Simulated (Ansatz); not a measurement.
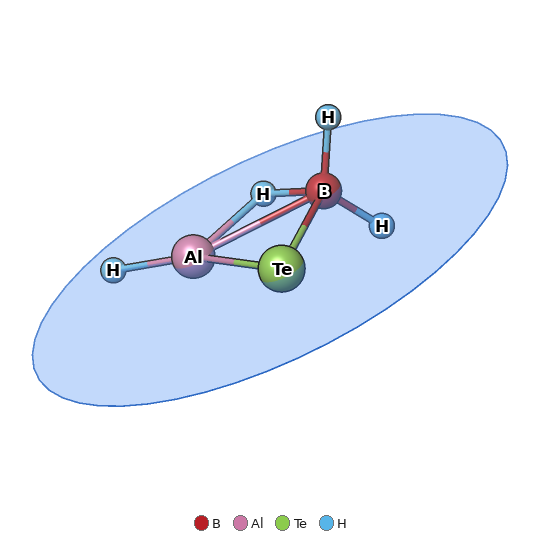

All proper rotation axes (lines) and mirror planes (discs) of the structure are drawn in. Depth is shown by fading: the farther an atom, the more it takes the colour of the background. The computed structure is the end point of a PBE0-D4/def2-TZVP optimisation. No frequency run is at hand to confirm it as a minimum.

Question: Name the symmetry elements and the point group.

Answer: It has 1 mirror plane. Point group Cs. The group has 2 operations. The geometry is achiral, and symmetry allows a dipole moment.
